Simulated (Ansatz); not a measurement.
# C2H7BN radical: small, medium and large basis sets

How large a basis does C2H7BN radical need? Two functionals are run in growing sets.

Program: Ansatz 0.2.0, Gaussian basis. Level of theory: one geometry, several basis sets. These are calculated values, not measurements.

Levels to be run: PBE0-D4/def2-SVP; ωB97M-V/def2-SVP; PBE0-D4/def2-QZVPP; ωB97M-V/def2-QZVPP; the functionals' def2-TZVPP values are taken from earlier runs.

## 1. Structure used throughout

An earlier PBE0-D4/def2-TZVP relaxation fixed the geometry.

SMILES `[CH2]B(C)N`, 11 atoms, charge 0, spin multiplicity 2.

Atoms are counted from 1 here; the program's logs count them from 0.

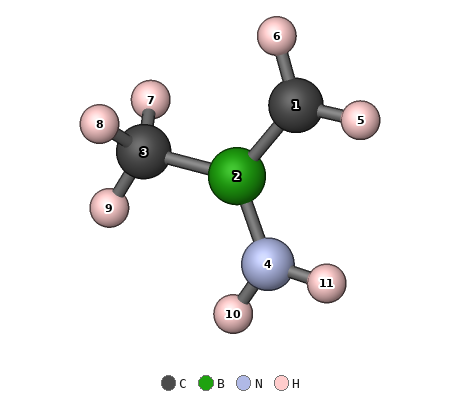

The geometry (carbon dark grey, boron green, nitrogen light blue, hydrogen pink); atoms are numbered from 1 in the order of the file.

## 2. PBE0-D4 in def2-SVP

in.yaml

```yaml
crystal:
  periodic: [false, false, false]
  atoms:
    - {symbol: C, position_ang: [-0.453801, 1.493111, -0.336522]}
    - {symbol: B, position_ang: [0.050252, 0.049457, -0.154214]}
    - {symbol: C, position_ang: [-0.204881, -0.752454, 1.180904]}
    - {symbol: N, position_ang: [0.753890, -0.551404, -1.211637]}
    - {symbol: H, position_ang: [-0.292145, 2.072453, -1.243136]}
    - {symbol: H, position_ang: [-1.005235, 2.025257, 0.433130]}
    - {symbol: H, position_ang: [-1.276322, -0.813099, 1.399078]}
    - {symbol: H, position_ang: [0.245044, -0.233555, 2.034162]}
    - {symbol: H, position_ang: [0.189450, -1.772153, 1.168578]}
    - {symbol: H, position_ang: [1.113245, -1.489314, -1.167866]}
    - {symbol: H, position_ang: [0.945801, -0.085299, -2.081876]}
basis:
  gaussian: {orbitals: def2-SVP}
magnetization: {spin_polarized: true, initial_magnetization: 1}
hamiltonian: {xc: pbe0, dispersion: d4}
output: {orbitals: {seedname: orbitals}}
```

Started as:

```bash
$ ansatz run in.yaml --threads 4 --pin off --events-out ev --progress --plain --max-ram 10444MiB
```

Standard output:

```text
Functional definition: PBE0
  name "PBE0"
  cite "Adamo & Barone, J. Chem. Phys. 110, 6158 (1999) doi:10.1063/1.478522"
  cite "Perdew, Burke & Ernzerhof, Phys. Rev. Lett. 77, 3865 (1996) doi:10.1103/PhysRevLett.77.3865"
  parent pbe
  parameter a = 0.25
  parameter kappa = 0.804
  parameter beta = 0.06672455060314922
  exchange = (1 - a)*pbe_x(kappa = kappa, mu = beta*pi^2/3) + a*exact_x
  correlation = pbe_c(beta = beta)
1048 factors; their error is unknown
mean field evaluation 1: about -4337.6912 eV, gradient 4.3e1 eV
mean field evaluation 2: about -4335.4608 eV, gradient 4.7e1 eV
mean field evaluation 4: about -4346.1244 eV, gradient 1.6e0 eV
mean field evaluation 8: about -4346.1404 eV, gradient 1.3e-1 eV
mean field evaluation 16: about -4346.1322 eV, gradient 1.1e-4 eV
mean field -4346.13222258 eV, -159.7174132655 hartree, gradient 1.5e-5 eV, S^2 0.755037; 0 other end points of the search recorded, 0 dependent functions left out
reference -4346.13224786 eV, -159.7174141947 hartree; 16, 15 occupied and 75, 76 virtual orbitals, 1048 factors
Total energy: -4346.27170993 eV, -159.7225393313 hartree
```

Wall time 1.4 s (4 threads of Arm Neoverse V1, shared host).

## 3. ωB97M-V in def2-SVP

Changes to in.yaml since step 2:

```diff
@@ -17,3 +17,3 @@
 magnetization: {spin_polarized: true, initial_magnetization: 1}
-hamiltonian: {xc: pbe0, dispersion: d4}
+hamiltonian: {xc: {name: wB97M-V}}
 output: {orbitals: {seedname: orbitals}}
```

Launched as before.

Standard output, cut to the lines that bear on the results:

```text
Functional definition: wB97M-V
  name "wB97M-V"
  cite "Mardirossian & Head-Gordon, J. Chem. Phys. 144, 214110 (2016) doi:10.1063/1.4952647"
  cite "Becke, J. Chem. Phys. 107, 8554 (1997) doi:10.1063/1.475007"
  cite "Vydrov & Van Voorhis, J. Chem. Phys. 133, 244103 (2010) doi:10.1063/1.3521275"
  # Of w^i u^j: cxij and so on, Table III.
[...]
  gx(w, u) = 1 - cx + cx01*u + cx10*w
  gss(w, u) = css00 + css04*u^4 + css10*w + css20*w^2 + css43*w^4*u^3
  gos(w, u) = cos00 + cos10*w + (cos20 + cos21*u)*w^2 + (cos60 + cos61*u)*w^6
[...]
      + integral(e_c_pw_mod_opposite_spin*gos(b97_w_opposite, b97_u_opposite)) + vv10(b, c)
1048 factors; their error is unknown
276 factors; integrals over basis functions are off by at most 1.1e-5 eV
[...]
mean field -4348.94052606 eV, -159.8206165148 hartree, gradient 4.0e-5 eV, S^2 0.754206; 0 other end points of the search recorded, 0 dependent functions left out
reference -4348.94056595 eV, -159.8206179808 hartree; 16, 15 occupied and 75, 76 virtual orbitals, 1048 factors
Total energy: -4348.94056595 eV, -159.8206179808 hartree
```

Wall time 5.5 s (4 threads of Arm Neoverse V1, shared host).

## 4. PBE0-D4 in def2-QZVPP

Changes to in.yaml since step 3:

```diff
@@ -15,5 +15,5 @@
 basis:
-  gaussian: {orbitals: def2-SVP}
+  gaussian: {orbitals: "def2-QZVPP.json"}
 magnetization: {spin_polarized: true, initial_magnetization: 1}
-hamiltonian: {xc: {name: wB97M-V}}
+hamiltonian: {xc: pbe0, dispersion: d4}
 output: {orbitals: {seedname: orbitals}}
```

Same command.

Standard output:

```text
Functional definition: PBE0
  name "PBE0"
  cite "Adamo & Barone, J. Chem. Phys. 110, 6158 (1999) doi:10.1063/1.478522"
  cite "Perdew, Burke & Ernzerhof, Phys. Rev. Lett. 77, 3865 (1996) doi:10.1103/PhysRevLett.77.3865"
  parent pbe
  parameter a = 0.25
  parameter kappa = 0.804
  parameter beta = 0.06672455060314922
  exchange = (1 - a)*pbe_x(kappa = kappa, mu = beta*pi^2/3) + a*exact_x
  correlation = pbe_c(beta = beta)
1160 factors; their error is unknown
mean field evaluation 1: about -4339.1175 eV, gradient 5.4e1 eV
mean field evaluation 2: about -4332.8385 eV, gradient 6.2e1 eV
mean field evaluation 4: about -4351.1869 eV, gradient 3.9e0 eV
mean field evaluation 8: about -4351.2596 eV, gradient 4.8e-2 eV
mean field evaluation 16: about -4351.2596 eV, gradient 9.1e-5 eV
mean field -4351.25963604 eV, -159.9058422347 hartree, gradient 2.8e-5 eV, S^2 0.755326; 0 other end points of the search recorded, 0 dependent functions left out
reference -4351.25967404 eV, -159.9058436312 hartree; 16, 15 occupied and 422, 423 virtual orbitals, 1160 factors
Total energy: -4351.39913611 eV, -159.9109687677 hartree
```

Wall time 13 s (4 threads of Arm Neoverse V1, shared host); peak memory 1.6 GiB.

## 5. ωB97M-V in def2-QZVPP

Changes to in.yaml since step 4:

```diff
@@ -17,3 +17,3 @@
 magnetization: {spin_polarized: true, initial_magnetization: 1}
-hamiltonian: {xc: pbe0, dispersion: d4}
+hamiltonian: {xc: {name: wB97M-V}}
 output: {orbitals: {seedname: orbitals}}
```

Same command.

Standard output, cut to the lines that bear on the results:

```text
Functional definition: wB97M-V
  name "wB97M-V"
  cite "Mardirossian & Head-Gordon, J. Chem. Phys. 144, 214110 (2016) doi:10.1063/1.4952647"
  cite "Becke, J. Chem. Phys. 107, 8554 (1997) doi:10.1063/1.475007"
  cite "Vydrov & Van Voorhis, J. Chem. Phys. 133, 244103 (2010) doi:10.1063/1.3521275"
  # Of w^i u^j: cxij and so on, Table III.
[...]
  gx(w, u) = 1 - cx + cx01*u + cx10*w
  gss(w, u) = css00 + css04*u^4 + css10*w + css20*w^2 + css43*w^4*u^3
  gos(w, u) = cos00 + cos10*w + (cos20 + cos21*u)*w^2 + (cos60 + cos61*u)*w^6
[...]
      + integral(e_c_pw_mod_opposite_spin*gos(b97_w_opposite, b97_u_opposite)) + vv10(b, c)
1160 factors; their error is unknown
361 factors; integrals over basis functions are off by at most 9.9e-6 eV
[...]
mean field -4354.32896018 eV, -160.0186378163 hartree, gradient 4.9e-5 eV, S^2 0.754133; 0 other end points of the search recorded, 0 dependent functions left out
reference -4354.32902041 eV, -160.0186400300 hartree; 16, 15 occupied and 422, 423 virtual orbitals, 1160 factors
Total energy: -4354.32902041 eV, -160.0186400300 hartree
```

It took 28 s on 4 threads of Arm Neoverse V1, shared host; peak memory 2.1 GiB.

## 6. Density functionals: the series

The def2-TZVPP values come from earlier runs at the same geometry.

| functional | basis | functions | energy (eV) | from the largest (eV) | HOMO (eV) | LUMO (eV) |
| --- | --- | --- | --- | --- | --- | --- |
| PBE0-D4 | def2-SVP | 91 | -4346.2717 | 5.127 | -6.37 | -1.88 |
| PBE0-D4 | def2-TZVPP | 222 | -4351.1365 | 0.263 | -6.51 | -2.13 |
| PBE0-D4 | def2-QZVPP | 438 | -4351.3991 | 0.000 | -6.54 | -2.18 |
| ωB97M-V | def2-SVP | 91 | -4348.9406 | 5.388 | -8.44 | 0.12 |
| ωB97M-V | def2-TZVPP | 222 | -4354.0790 | 0.250 | -8.58 | -0.26 |
| ωB97M-V | def2-QZVPP | 438 | -4354.3290 | 0.000 | -8.60 | -0.34 |

## 7. What came out

| quantity | value |
| --- | --- |
| PBE0-D4: double and triple zeta above quadruple | 5.13, 0.26 eV |
| ωB97M-V: double and triple zeta above quadruple | 5.39, 0.25 eV |

In words: For PBE0-D4 the step from double to triple zeta gains 4.86 eV and the next only 0.26 eV. These are total energies; as a rule much of such shifts cancels in differences, which this series doesn't test.

For PBE0-D4 the largest set took about 10 times as long as the smallest (13 s against 1.4 s).
